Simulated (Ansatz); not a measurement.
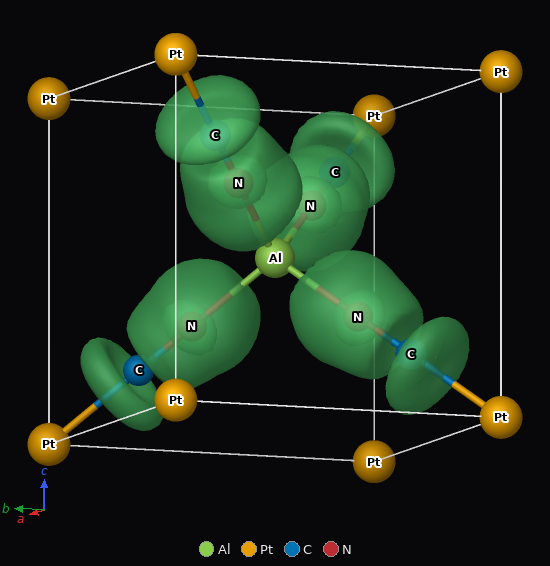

Figure 1: AlPtC₄N₄. Isosurface of the electron localisation function at 0.7 (green), seen at an oblique angle. Core shells and regions of very low density are left out. Sticks mark near contacts.

Space group P-43m; a structure generated by program, which may or may not match a known phase; spin-polarised.

These are results of DFT PBE, scalar-relativistic, plane waves, PAW (Ansatz), not measurements.

In a PAW calculation such maps are meaningful between the atoms, not at the nuclei.

Question: Describe the localisation domains.

Answer: The ELF exceeds this value in four lobes of the valence shell of C pointing towards Pt (polar bonds) and four regions on N in which the atom's valence shell and bonds are merged, counted in one cell of 10 atoms. Any copies at cell faces, edges or corners count once. Profiles from the grid: C–N (1.18 Å): the ELF peaks at about 0.85 between the atoms. Al–N (1.84 Å): the ELF peaks at about 0.95 between the atoms.
